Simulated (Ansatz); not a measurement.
# SiHSe (quartet): correlated methods under varied settings at a displaced geometry (v1)

Aim: run SiHSe (quartet) at one geometry under a spread of methods and options, and see what each costs and gives.

The runs use Ansatz 0.2.0, Gaussian basis; the settings change from run to run.

28 further runs of the same task are left out: 14 that didn't finish, 14 set aside as unsound or not needed.

## (1) What is computed

The geometry is a PBE0/def2-TZVP stationary point (not a proven minimum) with its atoms shifted at random (size 0.040 Å). No spin-orbit coupling is included. The filled d shell of Se may be among the frozen orbitals whatever the setting's name suggests; the logs give the count.

3 atoms, charge 0, spin multiplicity 4.

Atoms are counted from 1 here; the program's logs count them from 0.

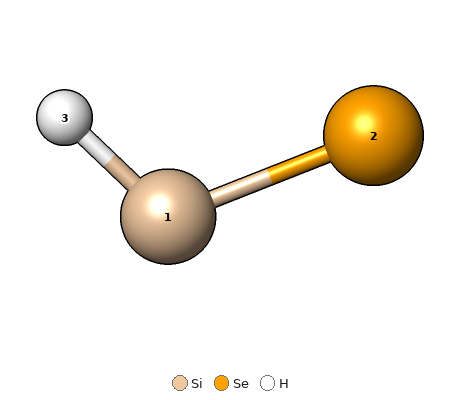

The geometry (silicon light orange, selenium orange, hydrogen white); atoms are numbered from 1 in the order of the file.

## (2) CASSCF(3,4)/cc-pVDZ

in.yaml

```yaml
crystal:
  periodic: [false, false, false]
  atoms:
    - {symbol: Si, position_ang: [0.000169, -0.090811, 1.689741]}
    - {symbol: Se, position_ang: [-0.000664, 0.016365, -0.631482]}
    - {symbol: H, position_ang: [0.047300, 1.248376, 2.385666]}
basis:
  gaussian: {orbitals: cc-pVDZ}
magnetization: {spin_polarized: false, initial_magnetization: 3}
correlation: {active_space: {window: {electrons: 3, orbitals: 4}}}
scf: {lower_state_search: full}
```

Launch:

```sh
> ansatz run in.yaml --threads 1 --pin off --events-out ev --progress --plain --max-ram 2393MiB
```

Log:

```text
Functional definition: HF
  name "HF"
  cite "Fock, Z. Phys. 61, 126 (1930) doi:10.1007/BF01340294"
  parent pbe
  exchange = exact_x
  correlation = 0
554 factors; integrals over basis functions are off by at most 1.2e-3 eV
mean field evaluation 1: about -73177.5070 eV, gradient 7.8e0 eV
mean field evaluation 2: about -73177.5097 eV, gradient 7.8e0 eV
mean field evaluation 4: about -73178.3660 eV, gradient 1.1e0 eV
mean field evaluation 8: about -73178.3929 eV, gradient 2.1e-3 eV
mean field evaluation 16: about -73178.4099 eV, gradient 5.6e-1 eV
mean field evaluation 32: about -73178.3929 eV, gradient 8.7e-3 eV
mean field evaluation 64: about -73178.3929 eV, gradient 2.3e-5 eV
mean field evaluation 96: about -73178.4282 eV, gradient 1.3e-3 eV
mean field evaluation 128: about -73174.7042 eV, gradient 1.1e0 eV
mean field -73178.42824745 eV, -2689.2576359737 hartree, gradient 2.9e-6 eV, S^2 3.750000; 12 other end points of the search recorded, 0 dependent functions left out
reference -73178.42824745 eV, -2689.2576359737 hartree; 26, 23 occupied and 24, 27 virtual orbitals, 554 factors
state -73178.42824745 eV, -2689.2576359737 hartree
Total energy: -73178.42824745 eV, -2689.2576359737 hartree
```

Wall time 29 s (1 thread of AMD EPYC, shared host).

From the report: 4 determinants; active occupations 1.00, 1.00, 1.00, 0.00. With so small a space the active step adds no correlation: the energy is the mean field's.

## (3) BCCD(T) on UHF/cc-pVDZ

in.yaml

```yaml
crystal:
  periodic: [false, false, false]
  atoms:
    - {symbol: Si, position_ang: [0.000169, -0.090811, 1.689741]}
    - {symbol: Se, position_ang: [-0.000664, 0.016365, -0.631482]}
    - {symbol: H, position_ang: [0.047300, 1.248376, 2.385666]}
basis:
  gaussian: {orbitals: cc-pVDZ}
magnetization: {spin_polarized: true, initial_magnetization: 3}
correlation: {method: bccd_t, electrons: outside_noble_gas}
```

The command is unchanged.

Log, cut to the lines that bear on the results:

```text
Functional definition: HF
  name "HF"
  cite "Fock, Z. Phys. 61, 126 (1930) doi:10.1007/BF01340294"
  parent pbe
[...]
554 factors; integrals over basis functions are off by at most 1.2e-3 eV
[...]
mean field -73178.58739763 eV, -2689.2634846349 hartree, gradient 1.2e-6 eV, S^2 3.767035; 10 other end points of the search recorded, 0 dependent functions left out
determinant -73178.58739763 eV, -2689.2634846349 hartree, with singles and doubles -73183.54186633 eV, -2689.4455580014 hartree
determinant -73178.52884543 eV, -2689.2613328811 hartree, with singles and doubles -73183.47100808 eV, -2689.4429540087 hartree
determinant -73175.99714709 eV, -2689.1682946830 hartree, with singles and doubles -73181.12902535 eV, -2689.3568877309 hartree
determinant -73175.99563783 eV, -2689.1682392190 hartree, with singles and doubles -73181.18780627 eV, -2689.3590478899 hartree
determinant -73175.18324653 eV, -2689.1383843895 hartree, with singles and doubles -73180.46359426 eV, -2689.3324335892 hartree
determinant -73178.58739763 eV, -2689.2634846349 hartree, with singles and doubles -73183.54329594 eV, -2689.4456105386 hartree
determinant -73178.52884543 eV, -2689.2613328811 hartree, with singles and doubles -73183.47152429 eV, -2689.4429729790 hartree
19 core orbitals not correlated: weight in the atoms' cores, before any rotation towards them, 1.000 or more for the frozen orbitals, at most 0.000 for the correlated occupied ones
reference -73178.58739763 eV, -2689.2634846349 hartree; 7, 4 occupied and 24, 27 virtual orbitals, 554 factors
second order -4.10242050 eV of doubles, -0.00000000 eV of singles
cycle   1  -4.94977170 eV  change    6.1e-3 eV  update   1.1e-2
[...]
cycle  10  -4.94675148 eV  change    1.4e-7 eV  update   6.9e-6
perturbative correction -0.15044272 eV, -0.0055286681 hartree
Total energy: -73183.68459183 eV, -2689.4508030668 hartree
```

Wall time 34 s (1 thread of AMD EPYC, shared host).

From the report: ⟨S²⟩ of the determinant 3.767 (pure quartet: 3.75); correlation -5.0972 eV; largest double amplitude 0.03.

## (4) MP2 on ROHF/cc-pVDZ

Edit in.yaml of step 3 so:

```diff
@@ -8,3 +8,3 @@
   gaussian: {orbitals: cc-pVDZ}
-magnetization: {spin_polarized: true, initial_magnetization: 3}
-correlation: {method: bccd_t, electrons: outside_noble_gas}
+magnetization: {spin_polarized: false, initial_magnetization: 3}
+correlation: {method: mp2, electrons: outside_noble_gas}
```

Same command.

Log, cut to the lines that bear on the results:

```text
Functional definition: HF
  name "HF"
  cite "Fock, Z. Phys. 61, 126 (1930) doi:10.1007/BF01340294"
  parent pbe
[...]
554 factors; integrals over basis functions are off by at most 1.2e-3 eV
[...]
mean field -73178.42824745 eV, -2689.2576359737 hartree, gradient 2.7e-6 eV, S^2 3.750000; 7 other end points of the search recorded, 0 dependent functions left out
[...]
19 core orbitals not correlated: weight in the atoms' cores, before any rotation towards them, 1.000 or more for the frozen orbitals, at most 0.000 for the correlated occupied ones
reference -73178.42824745 eV, -2689.2576359737 hartree; 7, 4 occupied and 24, 27 virtual orbitals, 554 factors
second order -4.16489805 eV of doubles, -0.09913384 eV of singles
Total energy: -73182.69227935 eV, -2689.4143362555 hartree
```

It took 22 s on 1 thread of AMD EPYC, shared host.

## (5) CCSD on ROHF/cc-pVDZ

Edit in.yaml of step 4 so:

```diff
@@ -9,2 +9,2 @@
 magnetization: {spin_polarized: false, initial_magnetization: 3}
-correlation: {method: mp2, electrons: outside_noble_gas}
+correlation: {method: ccsd, electrons: outside_noble_gas, diis_vectors: 12}
```

Same command.

Log, cut to the lines that bear on the results:

```text
Functional definition: HF
  name "HF"
  cite "Fock, Z. Phys. 61, 126 (1930) doi:10.1007/BF01340294"
  parent pbe
[...]
554 factors; integrals over basis functions are off by at most 1.2e-3 eV
[...]
mean field -73178.42824745 eV, -2689.2576359737 hartree, gradient 2.7e-6 eV, S^2 3.750000; 11 other end points of the search recorded, 0 dependent functions left out
[...]
determinant -73178.42824745 eV, -2689.2576359737 hartree, with singles and doubles -73183.53438407 eV, -2689.4452830331 hartree
determinant -73178.39285434 eV, -2689.2563353007 hartree, with singles and doubles -73183.46505557 eV, -2689.4427352580 hartree
determinant -73175.78964365 eV, -2689.1606690724 hartree, with singles and doubles -73181.17553778 eV, -2689.3585970312 hartree
determinant -73175.76609301 eV, -2689.1598036024 hartree, with singles and doubles -73181.11504057 eV, -2689.3563737997 hartree
determinant -73175.01494577 eV, -2689.1321994503 hartree, with singles and doubles -73180.45407974 eV, -2689.3320839372 hartree
determinant -73178.42824745 eV, -2689.2576359737 hartree, with singles and doubles -73183.53611140 eV, -2689.4453465114 hartree
determinant -73178.39285434 eV, -2689.2563353007 hartree, with singles and doubles -73183.46551416 eV, -2689.4427521108 hartree
19 core orbitals not correlated: weight in the atoms' cores, before any rotation towards them, 1.000 or more for the frozen orbitals, at most 0.000 for the correlated occupied ones
reference -73178.42824745 eV, -2689.2576359737 hartree; 7, 4 occupied and 24, 27 virtual orbitals, 554 factors
second order -4.16489805 eV of doubles, -0.09913384 eV of singles
cycle   1  -5.10786406 eV  change   -1.2e-7 eV  update   1.9e-6
Total energy: -73183.53611152 eV, -2689.4453465158 hartree
```

Wall time 36 s (1 thread of AMD EPYC, shared host).

From the report: correlation -5.1079 eV; T1 0.034; largest double amplitude 0.03.

## (6) HF/cc-pVDZ

in.yaml

```yaml
crystal:
  periodic: [false, false, false]
  atoms:
    - {symbol: Si, position_ang: [0.000169, -0.090811, 1.689741]}
    - {symbol: Se, position_ang: [-0.000664, 0.016365, -0.631482]}
    - {symbol: H, position_ang: [0.047300, 1.248376, 2.385666]}
basis:
  gaussian: {orbitals: cc-pVDZ, point_charges: [{charge: 0.50, position_ang: [4.573, -0.488, 0.402]}]}
magnetization: {spin_polarized: true, initial_magnetization: 3}
hamiltonian: {xc: hf}
accuracy: high
scf: {lower_state_search: light}
output: {forces: true, orbitals: {seedname: orbitals}}
```

The command is unchanged.

Log, cut to the lines that bear on the results:

```text
Functional definition: HF
  name "HF"
  cite "Fock, Z. Phys. 61, 126 (1930) doi:10.1007/BF01340294"
  parent pbe
[...]
971 factors; integrals over basis functions are off by at most 4.6e-9 eV
[...]
mean field -73178.60285960 eV, -2689.2640528518 hartree, gradient 8.2e-8 eV, S^2 3.763208; 2 other end points of the search recorded, 0 dependent functions left out
[...]
reference -73178.60285960 eV, -2689.2640528518 hartree; 26, 23 occupied and 24, 27 virtual orbitals, 971 factors
Total energy: -73178.60285960 eV, -2689.2640528518 hartree
Atom 0 at     0.000169    -0.090811     1.689741 Å, force     0.050965     0.415627     0.320877 eV/Å
Atom 1 at    -0.000664     0.016365    -0.631482 Å, force     0.032201    -0.005649    -0.120976 eV/Å
Atom 2 at     0.047300     1.248376     2.385666 Å, force    -0.045850    -0.404716    -0.189012 eV/Å
Dipole moment:    -0.109921    -0.044527     0.200223 e Å
```

Wall time 17 s (1 thread of AMD EPYC, shared host).

From the report: ⟨S²⟩ of the determinant 3.763 (pure quartet: 3.75).

## (7) CCSDT(Q)/B/cc-pVDZ

in.yaml

```yaml
crystal:
  periodic: [false, false, false]
  atoms:
    - {symbol: Si, position_ang: [0.000169, -0.090811, 1.689741]}
    - {symbol: Se, position_ang: [-0.000664, 0.016365, -0.631482]}
    - {symbol: H, position_ang: [0.047300, 1.248376, 2.385666]}
basis:
  gaussian: {orbitals: cc-pVDZ, point_charges: [{charge: -1.00, position_ang: [3.824, -0.575, -0.597]}]}
magnetization: {spin_polarized: true, initial_magnetization: 3}
hamiltonian: {xc: {name: PBE}}
correlation: {method: ccsdt_q_b, electrons: outside_noble_gas}
scf: {lower_state_search: full}
```

Same command.

Log, cut to the lines that bear on the results:

```text
Functional definition: PBE
  name "PBE"
  cite "Perdew, Burke & Ernzerhof, Phys. Rev. Lett. 77, 3865 (1996) doi:10.1103/PhysRevLett.77.3865"
  parent pbe
[...]
966 factors; integrals over basis functions are off by at most 1.8e-7 eV
[...]
mean field -73225.97354994 eV, -2691.0048936127 hartree, gradient 6.2e-6 eV, S^2 3.754248; 11 other end points of the search recorded, 0 dependent functions left out
19 core orbitals not correlated: weight in the atoms' cores, before any rotation towards them, 1.000 or more for the frozen orbitals, at most 0.000 for the correlated occupied ones
reference -73178.02815902 eV, -2689.2429329949 hartree; 7, 4 occupied and 24, 27 virtual orbitals, 966 factors
second order -4.52605376 eV of doubles, -0.29229414 eV of singles
cycle   1  -5.22406781 eV  change   -4.1e-1 eV  update   7.7e-2
[...]
cycle  24  -5.62586552 eV  change    6.6e-7 eV  update   1.3e-6
perturbative correction -0.01200555 eV, -0.0004411959 hartree
Total energy: -73183.66603009 eV, -2689.4501209354 hartree
```

Run time: 80 s. Hardware: 1 thread of AMD EPYC, shared host; peak memory 0.27 GiB.

From the report: ⟨S²⟩ of the determinant 3.754 (pure quartet: 3.75); correlation -5.6379 eV; T1 0.024; largest double amplitude 0.04. The orbitals are Kohn-Sham ones, so correlation energy and T1 don't compare with those on Hartree-Fock orbitals.

## (8) CCSD(T) on ROHF/cc-pVDZ

in.yaml

```yaml
crystal:
  periodic: [false, false, false]
  atoms:
    - {symbol: Si, position_ang: [0.000169, -0.090811, 1.689741]}
    - {symbol: Se, position_ang: [-0.000664, 0.016365, -0.631482]}
    - {symbol: H, position_ang: [0.047300, 1.248376, 2.385666]}
basis:
  gaussian: {orbitals: cc-pVDZ}
magnetization: {spin_polarized: false, initial_magnetization: 3}
correlation: {method: ccsd_t, electrons: outside_noble_gas}
scf: {lower_state_search: off}
output: {forces: true}
```

Launched as before.

Log, cut to the lines that bear on the results:

```text
Functional definition: HF
  name "HF"
  cite "Fock, Z. Phys. 61, 126 (1930) doi:10.1007/BF01340294"
  parent pbe
[...]
554 factors; integrals over basis functions are off by at most 1.2e-3 eV
[...]
mean field -73178.42824745 eV, -2689.2576359737 hartree, gradient 2.7e-6 eV, S^2 3.750000; 1 other end points of the search recorded, 0 dependent functions left out
19 core orbitals not correlated: weight in the atoms' cores, before any rotation towards them, 1.000 or more for the frozen orbitals, at most 0.000 for the correlated occupied ones
reference -73178.42824745 eV, -2689.2576359737 hartree; 7, 4 occupied and 24, 27 virtual orbitals, 554 factors
second order -4.16489805 eV of doubles, -0.09913384 eV of singles
cycle   1  -4.84555577 eV  change   -5.8e-1 eV  update   7.0e-2
[...]
cycle  21  -5.10786426 eV  change  -5.8e-10 eV  update   1.6e-8
perturbative correction -0.14488090 eV, -0.0053242749 hartree
[...]
the multipliers restart with 30 DIIS vectors
Total energy: -73183.68099262 eV, -2689.4506707980 hartree
Atom 0 at     0.000169    -0.090811     1.689741 Å, force     0.005916     0.151429     0.381738 eV/Å
Atom 1 at    -0.000664     0.016365    -0.631482 Å, force    -0.002207    -0.040294    -0.428090 eV/Å
Atom 2 at     0.047300     1.248376     2.385666 Å, force    -0.003710    -0.111135     0.046351 eV/Å
Dipole moment:     0.000338     0.008849     0.018119 e Å
Checks for a lower state left out: starts, cluster_reference, orbital_swaps, neighbouring_geometries, increment
```

Run time: 39 s. Hardware: 1 thread of AMD EPYC, shared host.

From the report: correlation -5.2527 eV; T1 0.034; largest double amplitude 0.03.

## (9) BCCD/6-31G*

in.yaml

```yaml
crystal:
  periodic: [false, false, false]
  atoms:
    - {symbol: Si, position_ang: [0.000169, -0.090811, 1.689741]}
    - {symbol: Se, position_ang: [-0.000664, 0.016365, -0.631482]}
    - {symbol: H, position_ang: [0.047300, 1.248376, 2.385666]}
basis:
  gaussian: {orbitals: "6-31G*", fitting: {mean_field: def2-universal-jkfit}}
magnetization: {spin_polarized: true, initial_magnetization: 3}
hamiltonian: {xc: {name: PBE0}}
correlation: {method: bccd, electrons: outside_noble_gas}
output: {forces: true}
```

The command is unchanged.

Log, cut to the lines that bear on the results:

```text
Functional definition: PBE0
  name "PBE0"
  cite "Adamo & Barone, J. Chem. Phys. 110, 6158 (1999) doi:10.1063/1.478522"
  cite "Perdew, Burke & Ernzerhof, Phys. Rev. Lett. 77, 3865 (1996) doi:10.1103/PhysRevLett.77.3865"
  parent pbe
[...]
412 factors; integrals over basis functions are off by at most 8.8e-2 eV
[...]
mean field -73221.02681038 eV, -2690.8231042869 hartree, gradient 7.6e-6 eV, S^2 3.756390; 2 other end points of the search recorded, 0 dependent functions left out
19 core orbitals not correlated: weight in the atoms' cores, before any rotation towards them, 1.000 or more for the frozen orbitals, at most 0.000 for the correlated occupied ones
reference -73170.30460440 eV, -2688.9590975978 hartree; 7, 4 occupied and 30, 33 virtual orbitals, 412 factors
second order -4.06012771 eV of doubles, -0.17237430 eV of singles
cycle   1  -4.65389148 eV  change   -4.3e-1 eV  update   6.3e-2
[...]
cycle  19  -4.85092694 eV  change    6.1e-9 eV  update   3.1e-8
[...]
Total energy: -73175.15553134 eV, -2689.1373658749 hartree
Atom 0 at     0.000169    -0.090811     1.689741 Å, force     0.007863     0.220171     0.173413 eV/Å
Atom 1 at    -0.000664     0.016365    -0.631482 Å, force    -0.002168    -0.052489    -0.192675 eV/Å
Atom 2 at     0.047300     1.248376     2.385666 Å, force    -0.005695    -0.167681     0.019262 eV/Å
Dipole moment:     0.000867     0.018254     0.125424 e Å
```

Run time: 29 s. Hardware: 1 thread of AMD EPYC, shared host.

From the report: ⟨S²⟩ of the determinant 3.756 (pure quartet: 3.75); correlation -4.8509 eV; largest double amplitude 0.03.

## (10) MRCISD+Q(3,5)/cc-pVDZ

in.yaml

```yaml
crystal:
  periodic: [false, false, false]
  atoms:
    - {symbol: Si, position_ang: [0.000169, -0.090811, 1.689741]}
    - {symbol: Se, position_ang: [-0.000664, 0.016365, -0.631482]}
    - {symbol: H, position_ang: [0.047300, 1.248376, 2.385666]}
basis:
  gaussian: {orbitals: cc-pVDZ}
magnetization: {spin_polarized: false, initial_magnetization: 3}
correlation: {method: fic_mrcisd_q, electrons: outside_noble_gas, active_space: {window: {electrons: 3, orbitals: 5}, states: [{multiplicity: 4, weights: [1, 1]}], root: 0}}
```

Launched as before.

Log, cut to the lines that bear on the results:

```text
Functional definition: HF
  name "HF"
  cite "Fock, Z. Phys. 61, 126 (1930) doi:10.1007/BF01340294"
  parent pbe
[...]
966 factors; integrals over basis functions are off by at most 1.8e-7 eV
[...]
mean field -73178.42831878 eV, -2689.2576385948 hartree, gradient 2.8e-6 eV, S^2 3.750000; 7 other end points of the search recorded, 0 dependent functions left out
reference -73178.42831878 eV, -2689.2576385948 hartree; 26, 23 occupied and 24, 27 virtual orbitals, 966 factors
state -73178.32666685 eV, -2689.2539029555 hartree
state -73174.93232988 eV, -2689.1291633726 hartree
contracted CI cycle   1: correlation 0.00000000 eV, 0.0000000000 hartree, residual 1.57e1 eV
contracted CI cycle   2: correlation -4.60757629 eV, -0.1693253055 hartree, residual 2.49e0 eV
contracted CI cycle   3: correlation -4.75219622 eV, -0.1746399899 hartree, residual 7.27e-1 eV
[...]
contracted CI cycle   6: correlation -5.02489384 eV, -0.1846614428 hartree, residual 6.02e-2 eV
contracted CI cycle   7: correlation -5.02512839 eV, -0.1846700622 hartree, residual 4.75e-2 eV
contracted CI cycle   8: correlation -5.02526241 eV, -0.1846749874 hartree, residual 3.38e-2 eV
contracted CI cycle   9: correlation -5.02531467 eV, -0.1846769079 hartree, residual 1.87e-2 eV
contracted CI cycle  10: correlation -5.02532736 eV, -0.1846773742 hartree, residual 8.60e-3 eV
contracted CI cycle  11: correlation -5.02532987 eV, -0.1846774663 hartree, residual 3.62e-3 eV
contracted CI cycle  12: correlation -5.02533030 eV, -0.1846774823 hartree, residual 1.43e-3 eV
contracted CI cycle  13: correlation -5.02533036 eV, -0.1846774846 hartree, residual 5.24e-4 eV
contracted CI cycle  14: correlation -5.02533037 eV, -0.1846774849 hartree, residual 2.17e-4 eV
state -73174.93232988 eV, -2689.1291633726 hartree; corrected -73180.64015392 eV, -2689.3389220370 hartree
Total energy: -73183.58699011 eV, -2689.4472162695 hartree
```

It took 44 s on 1 thread of AMD EPYC, shared host.

From the report: 6 determinants; active occupations (of the averaged states) 1.00, 1.00, 0.50, 0.50, 0.00.

## (11) The runs in one table

Where basis and cores are those of an earlier UCCSDT(Q)/cc-pVDZ run (-73183.7271 eV), and the state is the same kind, the miss against it is given.

```
                                                      level         correlated  functions  energy (eV)  from UCCSDT(Q) (meV)  time
                                        CASSCF(3,4)/cc-pVDZ                            50  -73178.4282                5298.9  29 s
                                     BCCD(T) on UHF/cc-pVDZ  outside noble gas         50  -73183.6846                  42.5  34 s
                                        MP2 on ROHF/cc-pVDZ  outside noble gas         50  -73182.6923                1034.8  22 s
                                       CCSD on ROHF/cc-pVDZ  outside noble gas         50  -73183.5361                 191.0  36 s
                         HF/cc-pVDZ (beside a point charge)                            50  -73178.6029                        17 s
CCSDT(Q)/B/cc-pVDZ (beside a point charge, on PBE orbitals)  outside noble gas         50  -73183.6660                        80 s
                                    CCSD(T) on ROHF/cc-pVDZ  outside noble gas         50  -73183.6810                  46.1  39 s
                             BCCD/6-31G* (on PBE0 orbitals)  outside noble gas         56  -73175.1555                        29 s
          MRCISD+Q(3,5)/cc-pVDZ (lowest root of an average)  outside noble gas         50  -73183.5870                        44 s
```

## (12) Outcome

```
quantity                                                              value
    runs                                                                  9
quickest                           HF/cc-pVDZ (beside a point charge), 17 s
 slowest  CCSDT(Q)/B/cc-pVDZ (beside a point charge, on PBE orbitals), 80 s
```

**Reading.** Total energies in different bases, with other cores or another treatment of relativity can't be set against each other. CCSDT(Q)/B/cc-pVDZ (beside a point charge, on PBE orbitals) took 5 times as long as HF/cc-pVDZ (beside a point charge); the jobs differ in more than the method. Among the correlated runs with a miss given, it spans +43 to +1035 meV. Hartree-Fock, CASSCF and CASCI lack dynamic correlation by design.
